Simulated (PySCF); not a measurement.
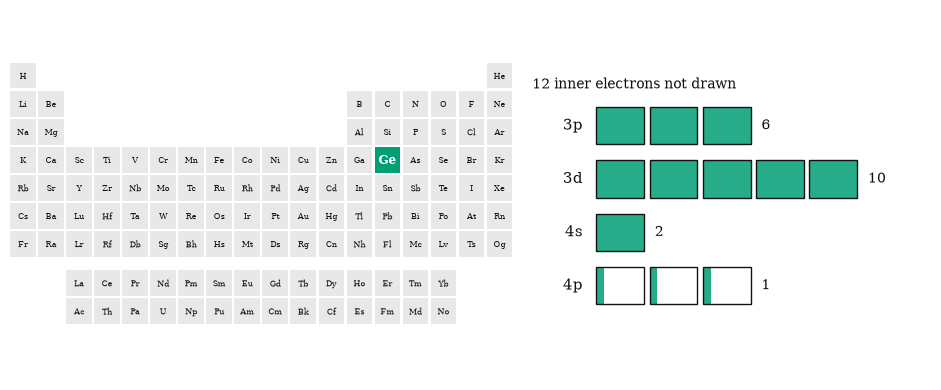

**Figure 1.** Left, the place of germanium in the periodic table; right, the outer shells of the nominal configuration: a box for each of the 2l + 1 orbitals, shaded by the share of the shell that is filled, with the electron count at the right.

**Atomic calculation for Ge⁺**

- system: Ge⁺, configuration 1s2 2s2 2p6 3s2 3p6 3d10 4s2 4p1, multiplicity 2.
- method: unrestricted r2SCAN, aug-cc-pVDZ-DK, spin-free X2C-1e, Gaussian nucleus (PySCF)

## Input
```python
from pyscf import gto, scf, dft, mp, cc
import basis_set_exchange as bse
mol = gto.M(atom="Ge 0 0 0", charge=1, spin=1, symmetry="D2h",
            basis=gto.basis.parse(bse.get_basis("aug-cc-pVDZ-DK", elements=["Ge"], fmt="nwchem", header=False)),
            nucmod="G")
mf = dft.UKS(mol, xc="R2SCAN").sfx2c1e()
mf.irrep_nelec = {'Ag': (6, 6), 'B1g': (1, 1), 'B2g': (1, 1), 'B3g': (1, 1), 'B1u': (2, 2), 'B2u': (3, 2), 'B3u': (2, 2)}
mf.kernel()
```

The script is an equivalent of what the driver set up; the driver computed the properties (radii, ⟨L²⟩, response) afterwards. It also set what the script leaves out: max_cycle = 50, level_shift = 10.0, guess = sap. It held the occupations shell by shell, which the script's counts by irreducible representation don't always enforce.

The run was one of a batch that the task file lists, launched with:
```bash
OMP_NUM_THREADS=1 python <driver script> TASK.json OUT
```

## Output (extracts)
```
damping factor = 0
level_shift factor = 10.0
DIIS = <class 'pyscf.scf.diis.CDIIS'>
diis_start_cycle = 1
diis_space = 10
diis_damp = 0
SCF conv_tol = 1e-09
SCF conv_tol_grad = None
number electrons alpha = 16  beta = 15
irrep_nelec {'Ag': (6, 6), 'B1g': (1, 1), 'B2g': (1, 1), 'B3g': (1, 1), 'B1u': (2, 2), 'B2u': (3, 2), 'B3u': (2, 2)}
XC functionals = R2SCAN
    J. W. Furness, A. D. Kaplan, J. Ning, J. P. Perdew, and J. Sun.,  J. Phys. Chem. Lett. 11, 8208-8215 (2020)
    J. W. Furness, A. D. Kaplan, J. Ning, J. P. Perdew, and J. Sun.,  J. Phys. Chem. Lett. 11, 9248-9248 (2020)
    J. W. Furness, A. D. Kaplan, J. Ning, J. P. Perdew, and J. Sun.,  J. Phys. Chem. Lett. 11, 8208-8215 (2020)
    J. W. Furness, A. D. Kaplan, J. Ning, J. P. Perdew, and J. Sun.,  J. Phys. Chem. Lett. 11, 9248-9248 (2020)
alpha HOMO (B2u) = 9.21426860376293  LUMO (B3u) = 9.21426860376383

WARN: HOMO 9.21426860376293 >= LUMO 9.21426860376293

cycle= 1 E= -2098.27521296243  delta_E= -0.658  |g|= 0.265  |ddm|= 3.25
alpha HOMO (B2u) = -0.443829267957982  LUMO (B3u) = 9.57071308287535
  HOMO = -0.443829267958  LUMO = 9.57071308288  gap/eV = 272.50958
cycle= 2 E= -2098.2842227658  delta_E= -0.00901  |g|= 0.187  |ddm|= 0.126
alpha HOMO (B2u) = -0.436942115682843  LUMO (B3u) = 9.57902638269766
  HOMO = -0.436942115683  LUMO = 9.5790263827  gap/eV = 272.54839
cycle= 3 E= -2098.28891857368  delta_E= -0.0047  |g|= 0.151  |ddm|= 0.105
alpha HOMO (B2u) = -0.434660196936065  LUMO (B3u) = 9.58310349446899
  HOMO = -0.434660196936  LUMO = 9.58310349447  gap/eV = 272.59723
cycle= 4 E= -2098.29211206459  delta_E= -0.00319  |g|= 0.13  |ddm|= 0.0964
alpha HOMO (B2u) = -0.432096477588054  LUMO (B3u) = 9.58950731980896
  HOMO = -0.432096477588  LUMO = 9.58950731981  gap/eV = 272.70173
cycle= 5 E= -2098.2945539082  delta_E= -0.00244  |g|= 0.117  |ddm|= 0.0937
alpha HOMO (B2u) = -0.433934083208058  LUMO (B3u) = 9.59037486380236
  HOMO = -0.433934083208  LUMO = 9.5903748638  gap/eV = 272.77534
cycle= 6 E= -2098.29667525947  delta_E= -0.00212  |g|= 0.105  |ddm|= 0.0907
alpha HOMO (B2u) = -0.434565794720418  LUMO (B3u) = 9.59041608792142
  HOMO = -0.43456579472  LUMO = 9.59041608792  gap/eV = 272.79365
cycle= 7 E= -2098.29845387153  delta_E= -0.00178  |g|= 0.0954  |ddm|= 0.0847
alpha HOMO (B2u) = -0.435061947531111  LUMO (B3u) = 9.59009733644646
  HOMO = -0.435061947531  LUMO = 9.59009733645  gap/eV = 272.79848
cycle= 8 E= -2098.29995877012  delta_E= -0.0015  |g|= 0.0874  |ddm|= 0.0788
alpha HOMO (B2u) = -0.434961283734644  LUMO (B3u) = 9.59007130209012
  HOMO = -0.434961283735  LUMO = 9.59007130209  gap/eV = 272.79503
cycle= 9 E= -2098.30125784744  delta_E= -0.0013  |g|= 0.0804  |ddm|= 0.074
alpha HOMO (B2u) = -0.435839282767553  LUMO (B3u) = 9.58964576941538
  HOMO = -0.435839282768  LUMO = 9.58964576942  gap/eV = 272.80734
cycle= 10 E= -2098.30238997449  delta_E= -0.00113  |g|= 0.0742  |ddm|= 0.0693
alpha HOMO (B2u) = -0.436627912694759  LUMO (B3u) = 9.58940699178925
  HOMO = -0.436627912695  LUMO = 9.58940699179  gap/eV = 272.82231
cycle= 11 E= -2098.30337637193  delta_E= -0.000986  |g|= 0.0687  |ddm|= 0.0649
alpha HOMO (B2u) = -0.436935478990774  LUMO (B3u) = 9.58950479324119
  HOMO = -0.436935478991  LUMO = 9.58950479324  gap/eV = 272.83334
cycle= 12 E= -2098.30423439507  delta_E= -0.000858  |g|= 0.0637  |ddm|= 0.0603
alpha HOMO (B2u) = -0.438174381367139  LUMO (B3u) = 9.58848765104337
  HOMO = -0.438174381367  LUMO = 9.58848765104  gap/eV = 272.83937
cycle= 13 E= -2098.30498936439  delta_E= -0.000755  |g|= 0.0591  |ddm|= 0.0564
alpha HOMO (B2u) = -0.438659571281976  LUMO (B3u) = 9.58848837529166
  HOMO = -0.438659571282  LUMO = 9.58848837529  gap/eV = 272.85259
cycle= 14 E= -2098.30564920806  delta_E= -0.00066  |g|= 0.055  |ddm|= 0.0528
alpha HOMO (B2u) = -0.439578162466994  LUMO (B3u) = 9.58776041565001
  HOMO = -0.439578162467  LUMO = 9.58776041565  gap/eV = 272.85778
cycle= 15 E= -2098.30622915743  delta_E= -0.00058  |g|= 0.0513  |ddm|= 0.0503
alpha HOMO (B2u) = -0.44019021193445  LUMO (B3u) = 9.58749874886828
  HOMO = -0.440190211934  LUMO = 9.58749874887  gap/eV = 272.86732
cycle= 16 E= -2098.30673804049  delta_E= -0.000509  |g|= 0.0479  |ddm|= 0.0468
alpha HOMO (B2u) = -0.440905079661166  LUMO (B3u) = 9.58715001499332
  HOMO = -0.440905079661  LUMO = 9.58715001499  gap/eV = 272.87728
cycle= 17 E= -2098.30718672146  delta_E= -0.000449  |g|= 0.0447  |ddm|= 0.0443
alpha HOMO (B2u) = -0.441009103907525  LUMO (B3u) = 9.58717999300337
  HOMO = -0.441009103908  LUMO = 9.587179993  gap/eV = 272.88092
cycle= 18 E= -2098.3075812299  delta_E= -0.000395  |g|= 0.0419  |ddm|= 0.0414
alpha HOMO (B2u) = -0.440823265110833  LUMO (B3u) = 9.58742206288164
  HOMO = -0.440823265111  LUMO = 9.58742206288  gap/eV = 272.88245
cycle= 19 E= -2098.30792854241  delta_E= -0.000347  |g|= 0.0392  |ddm|= 0.0387
alpha HOMO (B2u) = -0.441205522799866  LUMO (B3u) = 9.58725300896331
  HOMO = -0.4412055228  LUMO = 9.58725300896  gap/eV = 272.88826
cycle= 20 E= -2098.30823627233  delta_E= -0.000308  |g|= 0.0368  |ddm|= 0.0365
alpha HOMO (B2u) = -0.440945328925793  LUMO (B3u) = 9.58774114344475
  HOMO = -0.440945328926  LUMO = 9.58774114344  gap/eV = 272.89446
cycle= 21 E= -2098.30850810368  delta_E= -0.000272  |g|= 0.0346  |ddm|= 0.0338
alpha HOMO (B2u) = -0.441168184087433  LUMO (B3u) = 9.58760166530748
  HOMO = -0.441168184087  LUMO = 9.58760166531  gap/eV = 272.89673
cycle= 22 E= -2098.30874891729  delta_E= -0.000241  |g|= 0.0326  |ddm|= 0.0319
alpha HOMO (B2u) = -0.441424931311301  LUMO (B3u) = 9.58746273443535
  HOMO = -0.441424931311  LUMO = 9.58746273444  gap/eV = 272.89993
cycle= 23 E= -2098.30896305361  delta_E= -0.000214  |g|= 0.0306  |ddm|= 0.0297
alpha HOMO (B2u) = -0.441941391956258  LUMO (B3u) = 9.58699449373347
  HOMO = -0.441941391956  LUMO = 9.58699449373  gap/eV = 272.90125
cycle= 24 E= -2098.30915407111  delta_E= -0.000191  |g|= 0.0289  |ddm|= 0.0278
alpha HOMO (B2u) = -0.442075549857881  LUMO (B1u) = 9.58700648756667
  HOMO = -0.442075549858  LUMO = 9.58700648757  gap/eV = 272.90522
cycle= 25 E= -2098.30932423788  delta_E= -0.00017  |g|= 0.0272  |ddm|= 0.0261
alpha HOMO (B2u) = -0.442455921771195  LUMO (B3u) = 9.58674593167816
  HOMO = -0.442455921771  LUMO = 9.58674593168  gap/eV = 272.90848
cycle= 26 E= -2098.30947605403  delta_E= -0.000152  |g|= 0.0257  |ddm|= 0.0243
alpha HOMO (B2u) = -0.442406157655459  LUMO (B3u) = 9.58688016485053
  HOMO = -0.442406157655  LUMO = 9.58688016485  gap/eV = 272.91078
cycle= 27 E= -2098.30961134968  delta_E= -0.000135  |g|= 0.0242  |ddm|= 0.0227
alpha HOMO (B2u) = -0.442505573563684  LUMO (B3u) = 9.58686368706025
  HOMO = -0.442505573564  LUMO = 9.58686368706  gap/eV = 272.91304
cycle= 28 E= -2098.30973208314  delta_E= -0.000121  |g|= 0.0229  |ddm|= 0.0213
alpha HOMO (B2u) = -0.442729764687513  LUMO (B3u) = 9.5866761251344
  HOMO = -0.442729764688  LUMO = 9.58667612513  gap/eV = 272.91404
cycle= 29 E= -2098.30983989913  delta_E= -0.000108  |g|= 0.0216  |ddm|= 0.0201
alpha HOMO (B2u) = -0.442786444878477  LUMO (B3u) = 9.58671667543555
  HOMO = -0.442786444878  LUMO = 9.58671667544  gap/eV = 272.91668
cycle= 30 E= -2098.30993632554  delta_E= -9.64e-05  |g|= 0.0205  |ddm|= 0.0188
alpha HOMO (B2u) = -0.442873174173359  LUMO (B3u) = 9.58668281490731
  HOMO = -0.442873174173  LUMO = 9.58668281491  gap/eV = 272.91812
cycle= 31 E= -2098.31002245603  delta_E= -8.61e-05  |g|= 0.0194  |ddm|= 0.0177
alpha HOMO (B2u) = -0.443200831807729  LUMO (B3u) = 9.58632848365726
  HOMO = -0.443200831808  LUMO = 9.58632848366  gap/eV = 272.91739
cycle= 32 E= -2098.31009945691  delta_E= -7.7e-05  |g|= 0.0183  |ddm|= 0.0168
alpha HOMO (B2u) = -0.443216929258991  LUMO (B3u) = 9.58635556289036
  HOMO = -0.443216929259  LUMO = 9.58635556289  gap/eV = 272.91857
cycle= 33 E= -2098.31016842797  delta_E= -6.9e-05  |g|= 0.0174  |ddm|= 0.0158
alpha HOMO (B2u) = -0.44326283210586  LUMO (B3u) = 9.5863883052575
  HOMO = -0.443262832106  LUMO = 9.58638830526  gap/eV = 272.92071
cycle= 34 E= -2098.31023031903  delta_E= -6.19e-05  |g|= 0.0165  |ddm|= 0.0148
alpha HOMO (B2u) = -0.443291908732901  LUMO (B3u) = 9.58639573642342
  HOMO = -0.443291908733  LUMO = 9.58639573642  gap/eV = 272.92170
cycle= 35 E= -2098.31028598503  delta_E= -5.57e-05  |g|= 0.0156  |ddm|= 0.0139
alpha HOMO (B2u) = -0.443375039576484  LUMO (B3u) = 9.58638870810764
  HOMO = -0.443375039576  LUMO = 9.58638870811  gap/eV = 272.92377
cycle= 36 E= -2098.31033616151  delta_E= -5.02e-05  |g|= 0.0148  |ddm|= 0.013
alpha HOMO (B2u) = -0.443450536083494  LUMO (B3u) = 9.58636865169598
  HOMO = -0.443450536083  LUMO = 9.5863686517  gap/eV = 272.92528
cycle= 37 E= -2098.31038131518  delta_E= -4.52e-05  |g|= 0.0141  |ddm|= 0.0122
alpha HOMO (B2u) = -0.443613473644966  LUMO (B3u) = 9.58623952443943
  HOMO = -0.443613473645  LUMO = 9.58623952444  gap/eV = 272.92620
cycle= 38 E= -2098.31042190379  delta_E= -4.06e-05  |g|= 0.0134  |ddm|= 0.0114
alpha HOMO (B2u) = -0.443624661848702  LUMO (B3u) = 9.58623778303944
  HOMO = -0.443624661849
```

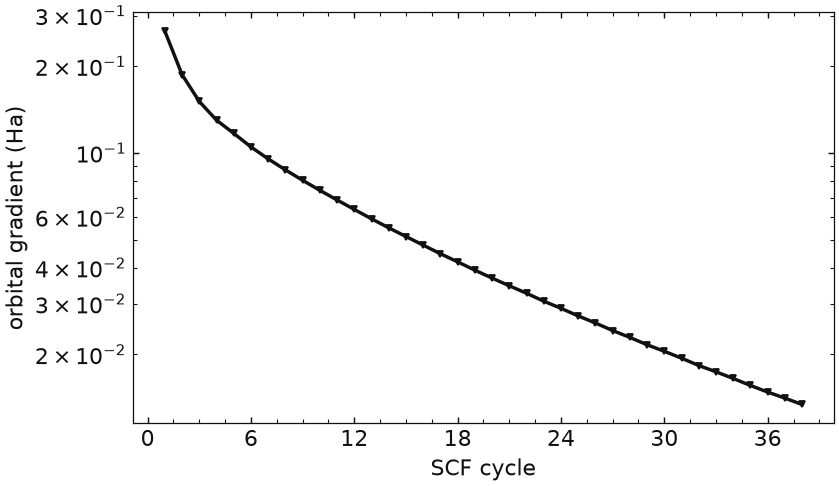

**Figure 2.** Convergence: orbital gradient against the SCF cycle. The residual is still falling at the last step (down to 0.013), so the run was stopped before it reached the threshold. It goes from 0.27 to 0.013 in 38 steps.

## Outcome

```
      quantity                                                          value
       outcome                                                  not converged
  total energy                                             −2098.3107 hartree
          ⟨S²⟩                                                          0.755
          ⟨L²⟩                                                           2.01
SCF iterations                                                             50
      hardware  1 thread of AMD EPYC, 23 GiB of memory available, shared host
     wall time                                                          3.9 s
```

## What went wrong

The run did not meet its convergence test in 50 iterations, so its last values are not results. To bear in mind: level shift left on, which raises the virtual orbital energies.
